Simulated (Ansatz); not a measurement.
# B3H3F2: a spread of methods and bases

How do the results and run time of B3H3F2 respond when the settings are drawn wide?

Program: Ansatz 0.2.0, Gaussian basis. Level of theory: the settings change from run to run. These are calculated values, not measurements.

### Step 1. The relaxed structure

The structure was relaxed beforehand with PBE0-D4 in a triple-zeta def2 set.

SMILES `BB(F)BF`, 8 atoms, charge 0, spin multiplicity 1.

Atoms are counted from 1 here; the program's logs count them from 0.

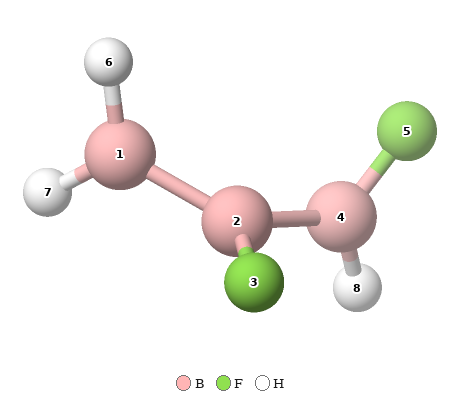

The structure; boron pink, fluorine green, hydrogen white; atoms are numbered from 1 in the order of the file.

### Step 2. wB97X/cc-pVDZ

Options: charge -1, multiplicity 2.

in.yaml

```yaml
crystal:
  periodic: [false, false, false]
  atoms:
    - {symbol: B, position_ang: [-0.179088, 1.365801, 0.577168]}
    - {symbol: B, position_ang: [0.566449, -0.106012, 0.299911]}
    - {symbol: F, position_ang: [1.727513, -0.439101, 0.878785]}
    - {symbol: B, position_ang: [-0.161188, -1.286789, -0.728289]}
    - {symbol: F, position_ang: [-0.064198, -1.181324, -2.046041]}
    - {symbol: H, position_ang: [0.031740, 2.312149, -0.127613]}
    - {symbol: H, position_ang: [-1.029284, 1.502565, 1.410698]}
    - {symbol: H, position_ang: [-0.799844, -2.224389, -0.320318]}
basis:
  gaussian: {orbitals: cc-pVDZ}
total_charge: -1
magnetization: {spin_polarized: true, initial_magnetization: 1}
hamiltonian: {xc: {name: wB97X}}
output: {forces: true}
```

Launch:

```console
> ansatz run in.yaml --threads 2 --pin off --events-out ev --progress --plain --max-ram 4352MiB
```

The log of the run, cut to the lines that bear on the results:

```text
Functional definition: wB97X
  name "wB97X"
  cite "Chai & Head-Gordon, J. Chem. Phys. 128, 084106 (2008) doi:10.1063/1.2834918"
  cite "Becke, J. Chem. Phys. 107, 8554 (1997) doi:10.1063/1.475007"
[...]
  # The coefficients of nought are those of the uniform gas.
[...]
      + exact_x_lr(omega)
[...]
      + integral(e_c_pw_opposite_spin*poly(b97_u_opposite, 1, cos1, cos2, cos3, cos4))
779 factors; integrals over basis functions are off by at most 7.5e-4 eV
242 factors; integrals over basis functions are off by at most 1.2e-5 eV
[...]
mean field -7510.95605738 eV, -276.0225439998 hartree, gradient 1.8e-5 eV, S^2 0.760380; 2 other end points of the search recorded, 0 dependent functions left out
[...]
reference -7510.95603272 eV, -276.0225430935 hartree; 19, 18 occupied and 66, 67 virtual orbitals, 779 factors
Total energy: -7510.95603272 eV, -276.0225430935 hartree
Atom 0 at    -0.179088     1.365801     0.577168 Å, force     0.097763    -0.893735    -0.267767 eV/Å
Atom 1 at     0.566449    -0.106012     0.299911 Å, force    -1.634348     0.432083    -0.807207 eV/Å
Atom 2 at     1.727513    -0.439101     0.878785 Å, force     1.953436    -0.682443     0.987472 eV/Å
Atom 3 at    -0.161188    -1.286789    -0.728289 Å, force     0.628272     1.001214     2.276786 eV/Å
Atom 4 at    -0.064198    -1.181324    -2.046041 Å, force    -0.065948    -0.064674    -2.282475 eV/Å
Atom 5 at     0.031740     2.312149    -0.127613 Å, force     0.049676     0.554677    -0.502745 eV/Å
Atom 6 at    -1.029284     1.502565     1.410698 Å, force    -0.478069     0.103436     0.555895 eV/Å
Atom 7 at    -0.799844    -2.224389    -0.320318 Å, force    -0.550783    -0.450557     0.040041 eV/Å
Dipole moment:     0.367137    -0.858521    -0.409087 e Å
```

It took 9.5 s on 2 threads of Arm Neoverse V1, shared host; peak memory 0.28 GiB.

Largest force 2.565 eV/Å, ⟨S²⟩ 0.760.

### Step 3. BLYP/pcseg-2

This run has D3(BJ) dispersion.

in.yaml, as its differences from that of step 2:

```diff
@@ -12,6 +12,3 @@
 basis:
-  gaussian: {orbitals: cc-pVDZ}
-total_charge: -1
-magnetization: {spin_polarized: true, initial_magnetization: 1}
-hamiltonian: {xc: {name: wB97X}}
-output: {forces: true}
+  gaussian: {orbitals: pcseg-2}
+hamiltonian: {xc: {name: BLYP}, dispersion: d3bj}
```

Same command.

The log of the run:

```text
Functional definition: BLYP
  name "BLYP"
  cite "Becke, Phys. Rev. A 38, 3098 (1988) doi:10.1103/PhysRevA.38.3098"
  cite "Lee, Yang & Parr, Phys. Rev. B 37, 785 (1988) doi:10.1103/PhysRevB.37.785"
  parameter beta = 0.0042
  parameter a = 0.04918
  parameter b = 0.132
  parameter c = 0.2533
  parameter d = 0.349
  exchange = b88_x(beta = beta)
  correlation = lyp_c(a = a, b = b, c = c, d = d)
1000 factors; their error is unknown
mean field evaluation 1: about -7509.6810 eV, gradient 4.5e1 eV
mean field evaluation 2: about -7507.5533 eV, gradient 6.4e1 eV
mean field evaluation 4: about -7514.0550 eV, gradient 2.2e0 eV
mean field evaluation 8: about -7514.0704 eV, gradient 1.1e-1 eV
mean field evaluation 16: about -7513.9792 eV, gradient 2.6e-4 eV
mean field -7513.97921518 eV, -276.1336429999 hartree, gradient 4.8e-5 eV, S^2 0.000000; 0 other end points of the search recorded, 0 dependent functions left out
reference -7513.97961249 eV, -276.1336576006 hartree; 18, 18 occupied and 174, 174 virtual orbitals, 1000 factors
Total energy: -7514.21679465 eV, -276.1423738841 hartree
```

It took 2.4 s on 2 threads of Arm Neoverse V1, shared host.

### Step 4. PBE0/def2-SVP

This run has atoms shaken by 0.08 Å, a point charge of -1.00 e beside it, D3(BJ) dispersion.

in.yaml

```yaml
crystal:
  periodic: [false, false, false]
  atoms:
    - {symbol: B, position_ang: [-0.185213, 1.255948, 0.413278]}
    - {symbol: B, position_ang: [0.583568, -0.003144, 0.353818]}
    - {symbol: F, position_ang: [1.738155, -0.306688, 1.005544]}
    - {symbol: B, position_ang: [-0.296689, -1.370814, -0.735353]}
    - {symbol: F, position_ang: [-0.151156, -1.218666, -2.076594]}
    - {symbol: H, position_ang: [0.033418, 2.197354, -0.127014]}
    - {symbol: H, position_ang: [-1.014371, 1.588369, 1.498462]}
    - {symbol: H, position_ang: [-0.739219, -2.106555, -0.410040]}
basis:
  gaussian: {orbitals: def2-SVP, point_charges: [{charge: -1.00, position_ang: [4.323, 0.549, 0.603]}]}
hamiltonian: {xc: {name: PBE0}, dispersion: d3bj}
```

Same command.

The log of the run:

```text
Functional definition: PBE0
  name "PBE0"
  cite "Adamo & Barone, J. Chem. Phys. 110, 6158 (1999) doi:10.1063/1.478522"
  cite "Perdew, Burke & Ernzerhof, Phys. Rev. Lett. 77, 3865 (1996) doi:10.1103/PhysRevLett.77.3865"
  parent pbe
  parameter a = 0.25
  parameter kappa = 0.804
  parameter beta = 0.06672455060314922
  exchange = (1 - a)*pbe_x(kappa = kappa, mu = beta*pi^2/3) + a*exact_x
  correlation = pbe_c(beta = beta)
932 factors; their error is unknown
mean field evaluation 1: about -7493.2056 eV, gradient 2.8e1 eV
mean field evaluation 2: about -7493.3433 eV, gradient 3.1e1 eV
mean field evaluation 4: about -7494.9479 eV, gradient 1.2e0 eV
mean field evaluation 8: about -7494.9498 eV, gradient 3.4e-2 eV
mean field evaluation 16: about -7494.9506 eV, gradient 4.1e-5 eV
mean field -7494.95056981 eV, -275.4343531806 hartree, gradient 4.1e-5 eV, S^2 0.000000; 0 other end points of the search recorded, 0 dependent functions left out
reference -7494.95059669 eV, -275.4343541682 hartree; 18, 18 occupied and 67, 67 virtual orbitals, 932 factors
Total energy: -7495.05159894 eV, -275.4380659328 hartree
```

It took 1.1 s on 2 threads of Arm Neoverse V1, shared host.

### Step 5. PBE/6-31++G**

Options: unrestricted orbitals.

in.yaml

```yaml
crystal:
  periodic: [false, false, false]
  atoms:
    - {symbol: B, position_ang: [-0.179088, 1.365801, 0.577168]}
    - {symbol: B, position_ang: [0.566449, -0.106012, 0.299911]}
    - {symbol: F, position_ang: [1.727513, -0.439101, 0.878785]}
    - {symbol: B, position_ang: [-0.161188, -1.286789, -0.728289]}
    - {symbol: F, position_ang: [-0.064198, -1.181324, -2.046041]}
    - {symbol: H, position_ang: [0.031740, 2.312149, -0.127613]}
    - {symbol: H, position_ang: [-1.029284, 1.502565, 1.410698]}
    - {symbol: H, position_ang: [-0.799844, -2.224389, -0.320318]}
basis:
  gaussian: {orbitals: "6-31++G**"}
magnetization: {spin_polarized: true, initial_magnetization: 0}
hamiltonian: {xc: {name: PBE}}
```

Same command.

The log of the run:

```text
Functional definition: PBE
  name "PBE"
  cite "Perdew, Burke & Ernzerhof, Phys. Rev. Lett. 77, 3865 (1996) doi:10.1103/PhysRevLett.77.3865"
  parent pbe
  parameter kappa = 0.804
  parameter beta = 0.06672455060314922
  exchange = pbe_x(kappa = kappa, mu = beta*pi^2/3)
  correlation = pbe_c(beta = beta)
1013 factors; their error is unknown
mean field evaluation 1: about -7499.7725 eV, gradient 2.8e1 eV
mean field evaluation 2: about -7499.2915 eV, gradient 3.5e1 eV
mean field evaluation 4: about -7503.7732 eV, gradient 1.5e0 eV
mean field evaluation 8: about -7503.7852 eV, gradient 6.6e-2 eV
mean field evaluation 16: about -7503.7183 eV, gradient 5.8e-5 eV
mean field -7503.71834315 eV, -275.7565629076 hartree, gradient 5.8e-5 eV, S^2 0.000000; 0 other end points of the search recorded, 0 dependent functions left out
reference -7503.71842804 eV, -275.7565660273 hartree; 18, 18 occupied and 95, 95 virtual orbitals, 1013 factors
Total energy: -7503.71842804 eV, -275.7565660273 hartree
```

Run time: 2.7 s. Hardware: 2 threads of Arm Neoverse V1, shared host.

⟨S²⟩ 0.000.

### Step 6. r2SCAN50/6-31G*

Options: D3(BJ) with three-body dispersion.

in.yaml, as its differences from that of step 5:

```diff
@@ -12,4 +12,3 @@
 basis:
-  gaussian: {orbitals: "6-31++G**"}
-magnetization: {spin_polarized: true, initial_magnetization: 0}
-hamiltonian: {xc: {name: PBE}}
+  gaussian: {orbitals: "6-31G*"}
+hamiltonian: {xc: {name: r2SCAN50}, dispersion: d3bjatm}
```

Launched as before.

The log of the run, cut to the lines that bear on the results:

```text
Functional definition: r2SCAN50
  name "r2SCAN50"
  cite "Bursch, Neugebauer, Ehlert & Grimme, J. Chem. Phys. 156, 134105 (2022) doi:10.1063/5.0086040"
  cite "Furness, Kaplan, Ning, Perdew & Sun, J. Phys. Chem. Lett. 11, 8208 (2020) doi:10.1021/acs.jpclett.0c02405"
  cite "Furness, Kaplan, Ning, Perdew & Sun, J. Phys. Chem. Lett. 11, 9248 (2020) doi:10.1021/acs.jpclett.0c03077"
  parent r2scan
[...]
941 factors; their error is unknown
[...]
mean field -7506.84831028 eV, -275.8715870784 hartree, gradient 2.4e-5 eV, S^2 0.000000; 0 other end points of the search recorded, 0 dependent functions left out
reference -7506.84831397 eV, -275.8715872137 hartree; 18, 18 occupied and 63, 63 virtual orbitals, 941 factors
Total energy: -7506.88770539 eV, -275.8730348219 hartree
```

Run time: 2 s. Hardware: 2 threads of Arm Neoverse V1, shared host.

### Step 7. B97M-V/6-31G

Options: charge +1, multiplicity 2.

in.yaml, as its differences from that of step 6:

```diff
@@ -12,3 +12,6 @@
 basis:
-  gaussian: {orbitals: "6-31G*"}
-hamiltonian: {xc: {name: r2SCAN50}, dispersion: d3bjatm}
+  gaussian: {orbitals: 6-31G}
+total_charge: 1
+magnetization: {spin_polarized: true, initial_magnetization: 1}
+hamiltonian: {xc: {name: B97M-V}}
+output: {forces: true}
```

The command is unchanged.

The log of the run, cut to the lines that bear on the results:

```text
Functional definition: B97M-V
  name "B97M-V"
  cite "Mardirossian & Head-Gordon, J. Chem. Phys. 142, 074111 (2015) doi:10.1063/1.4907719"
  cite "Becke, J. Chem. Phys. 107, 8554 (1997) doi:10.1063/1.475007"
  cite "Vydrov & Van Voorhis, J. Chem. Phys. 133, 244103 (2010) doi:10.1063/1.3521275"
  # Of w^i u^j: cxij and so on, Table III.
[...]
  gx(w, u) = cx00 + cx01*u + cx02*u^2 + (cx10 + cx11*u)*w
  gss(w, u) = css00 + css02*u^2 + css10*w + (css32*w^3 + css42*w^4)*u^2
  gos(w, u) = cos00 + cos01*u + cos03*u^3 + cos10*w + cos32*w^3*u^2
[...]
      + integral(e_c_pw_mod_opposite_spin*gos(b97_w_opposite, b97_u_opposite)) + vv10(b, c)
624 factors; integrals over basis functions are off by at most 2.3e-4 eV
[...]
mean field -7499.42344693 eV, -275.5987283828 hartree, gradient 8.5e-5 eV, S^2 0.751958; 1 other end points of the search recorded, 0 dependent functions left out
[...]
reference -7499.42348156 eV, -275.5987296555 hartree; 18, 17 occupied and 33, 34 virtual orbitals, 624 factors
Total energy: -7499.42348156 eV, -275.5987296555 hartree
Atom 0 at    -0.179088     1.365801     0.577168 Å, force    -1.172570     1.233772    -0.217124 eV/Å
Atom 1 at     0.566449    -0.106012     0.299911 Å, force     1.295510    -0.248891     0.994092 eV/Å
Atom 2 at     1.727513    -0.439101     0.878785 Å, force    -0.317874     0.063653    -0.187803 eV/Å
Atom 3 at    -0.161188    -1.286789    -0.728289 Å, force    -0.934404    -0.785519    -1.268934 eV/Å
Atom 4 at    -0.064198    -1.181324    -2.046041 Å, force     0.260357     0.335073    -0.013992 eV/Å
Atom 5 at     0.031740     2.312149    -0.127613 Å, force     0.431342    -0.312193    -0.123016 eV/Å
Atom 6 at    -1.029284     1.502565     1.410698 Å, force     0.231422    -0.479466     0.175131 eV/Å
Atom 7 at    -0.799844    -2.224389    -0.320318 Å, force     0.206217     0.193571     0.641646 eV/Å
Dipole moment:    -0.459090     0.266347     0.330285 e Å
```

It took 6 s on 2 threads of Arm Neoverse V1, shared host.

Largest force 1.761 eV/Å, ⟨S²⟩ 0.752.

### Step 8. HF/6-31++G**

in.yaml, as its differences from that of step 7:

```diff
@@ -12,6 +12,3 @@
 basis:
-  gaussian: {orbitals: 6-31G}
-total_charge: 1
-magnetization: {spin_polarized: true, initial_magnetization: 1}
-hamiltonian: {xc: {name: B97M-V}}
-output: {forces: true}
+  gaussian: {orbitals: "6-31++G**"}
+hamiltonian: {xc: {name: HF}}
```

Same command.

The log of the run:

```text
Functional definition: HF
  name "HF"
  cite "Fock, Z. Phys. 61, 126 (1930) doi:10.1007/BF01340294"
  parent pbe
  exchange = exact_x
  correlation = 0
1221 factors; their error is unknown
mean field evaluation 1: about -7473.2068 eV, gradient 3.3e1 eV
mean field evaluation 2: about -7475.2500 eV, gradient 1.9e1 eV
mean field evaluation 4: about -7475.8501 eV, gradient 4.2e-1 eV
mean field evaluation 8: about -7475.9594 eV, gradient 2.9e-1 eV
mean field -7475.95957083 eV, -274.7364468405 hartree, gradient 8.8e-6 eV, S^2 0.000000; 0 other end points of the search recorded, 0 dependent functions left out
reference -7475.95957083 eV, -274.7364468405 hartree; 18, 18 occupied and 95, 95 virtual orbitals, 1221 factors
Total energy: -7475.95957083 eV, -274.7364468405 hartree
```

Wall time 0.5 s (2 threads of Arm Neoverse V1, shared host).

### Step 9. CAM-B3LYP/x2c-TZVPPall

Options: charge +1, multiplicity 2, D4 dispersion.

in.yaml, as its differences from that of step 8:

```diff
@@ -12,3 +12,5 @@
 basis:
-  gaussian: {orbitals: "6-31++G**"}
-hamiltonian: {xc: {name: HF}}
+  gaussian: {orbitals: x2c-TZVPPall}
+total_charge: 1
+magnetization: {spin_polarized: true, initial_magnetization: 1}
+hamiltonian: {xc: {name: CAM-B3LYP}, dispersion: d4}
```

Launched as before.

The log of the run, cut to the lines that bear on the results:

```text
Functional definition: CAM-B3LYP
  name "CAM-B3LYP"
  cite "Yanai, Tew & Handy, Chem. Phys. Lett. 393, 51 (2004) doi:10.1016/j.cplett.2004.06.011"
  cite "Iikura, Tsuneda, Yanai & Hirao, J. Chem. Phys. 115, 3540 (2001) doi:10.1063/1.1383587"
  cite "Becke, Phys. Rev. A 38, 3098 (1988) doi:10.1103/PhysRevA.38.3098"
  cite "Lee, Yang & Parr, Phys. Rev. B 37, 785 (1988) doi:10.1103/PhysRevB.37.785"
  cite "Vosko, Wilk & Nusair, Can. J. Phys. 58, 1200 (1980) doi:10.1139/p80-159"
[...]
  # Exact exchange under (alpha + beta erf(omega r))/r, Becke's under what is left of 1/r.
[...]
999 factors; their error is unknown
270 factors; integrals over basis functions are off by at most 1.7e-5 eV
[...]
mean field -7508.09022791 eV, -275.9172267094 hartree, gradient 2.5e-5 eV, S^2 0.759034; 0 other end points of the search recorded, 0 dependent functions left out
reference -7508.09035133 eV, -275.9172312448 hartree; 18, 17 occupied and 179, 180 virtual orbitals, 999 factors
Total energy: -7508.17143078 eV, -275.9202108599 hartree
Relativity: scalar
```

Wall time 6.5 s (2 threads of Arm Neoverse V1, shared host); peak memory 0.52 GiB.

⟨S²⟩ 0.759.

### Step 10. wB97M-V/cc-pVTZ

Set apart from the defaults: relativity set to scalar.

in.yaml, as its differences from that of step 9:

```diff
@@ -12,5 +12,3 @@
 basis:
-  gaussian: {orbitals: x2c-TZVPPall}
-total_charge: 1
-magnetization: {spin_polarized: true, initial_magnetization: 1}
-hamiltonian: {xc: {name: CAM-B3LYP}, dispersion: d4}
+  gaussian: {orbitals: cc-pVTZ}
+hamiltonian: {xc: {name: wB97M-V}, pseudopotentials: {relativity: scalar}}
```

Launched as before.

The log of the run, cut to the lines that bear on the results:

```text
Functional definition: wB97M-V
  name "wB97M-V"
  cite "Mardirossian & Head-Gordon, J. Chem. Phys. 144, 214110 (2016) doi:10.1063/1.4952647"
  cite "Becke, J. Chem. Phys. 107, 8554 (1997) doi:10.1063/1.475007"
  cite "Vydrov & Van Voorhis, J. Chem. Phys. 133, 244103 (2010) doi:10.1063/1.3521275"
  # Of w^i u^j: cxij and so on, Table III.
[...]
  gx(w, u) = 1 - cx + cx01*u + cx10*w
  gss(w, u) = css00 + css04*u^4 + css10*w + css20*w^2 + css43*w^4*u^3
  gos(w, u) = cos00 + cos10*w + (cos20 + cos21*u)*w^2 + (cos60 + cos61*u)*w^6
[...]
      + integral(e_c_pw_mod_opposite_spin*gos(b97_w_opposite, b97_u_opposite)) + vv10(b, c)
1108 factors; their error is unknown
234 factors; integrals over basis functions are off by at most 1.5e-5 eV
[...]
mean field -7517.48046691 eV, -276.2623116276 hartree, gradient 3.6e-5 eV, S^2 0.000000; 0 other end points of the search recorded, 0 dependent functions left out
reference -7517.48051781 eV, -276.2623134982 hartree; 18, 18 occupied and 174, 174 virtual orbitals, 1108 factors
Total energy: -7517.48051781 eV, -276.2623134982 hartree
Relativity: scalar
```

Run time: 8.5 s. Hardware: 2 threads of Arm Neoverse V1, shared host; peak memory 0.37 GiB.

### Step 11. The runs in one table

| level | charge | multiplicity | geometry | functions | energy (eV) | time |
| --- | --- | --- | --- | --- | --- | --- |
| wB97X/cc-pVDZ | -1 | 2 | relaxed | 85 | -7510.956 | 9.5 s |
| BLYP/pcseg-2 | 0 | 1 | relaxed | 192 | -7514.217 | 2.4 s |
| PBE0/def2-SVP | 0 | 1 | shaken, point charge | 85 | -7495.052 | 1.1 s |
| PBE/6-31++G** | 0 | 1 | relaxed | 113 | -7503.718 | 2.7 s |
| r2SCAN50/6-31G* | 0 | 1 | relaxed | 81 | -7506.888 | 2 s |
| B97M-V/6-31G | 1 | 2 | relaxed | 51 | -7499.423 | 6 s |
| HF/6-31++G** | 0 | 1 | relaxed | 113 | -7475.960 | 0.5 s |
| CAM-B3LYP/x2c-TZVPPall | 1 | 2 | relaxed | 197 | -7508.171 | 6.5 s |
| wB97M-V/cc-pVTZ | 0 | 1 | relaxed | 192 | -7517.481 | 8.5 s |

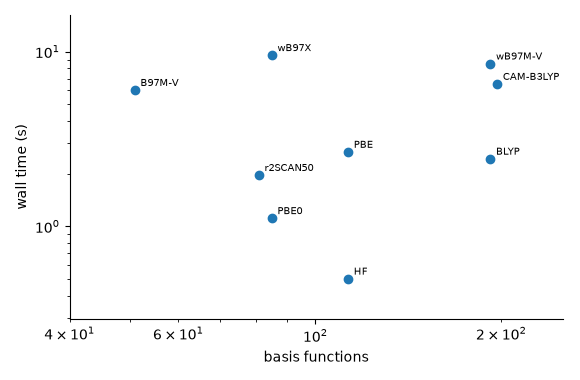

Wall time against the number of basis functions (shared host).

### Step 12. Outcome

```
                                         quantity                 value
                                             runs                     9
                                         quickest   HF/6-31++G**, 0.5 s
                                          slowest  wB97X/cc-pVDZ, 9.5 s
spread of total energies, same state and geometry               41.5 eV
```

In words: wB97X/cc-pVDZ took 19 times as long as HF/6-31++G**. The jobs differ in tasks and options as well as level. Total energies at one charge and spin differ by 42 eV between levels, so only differences within one level mean anything.
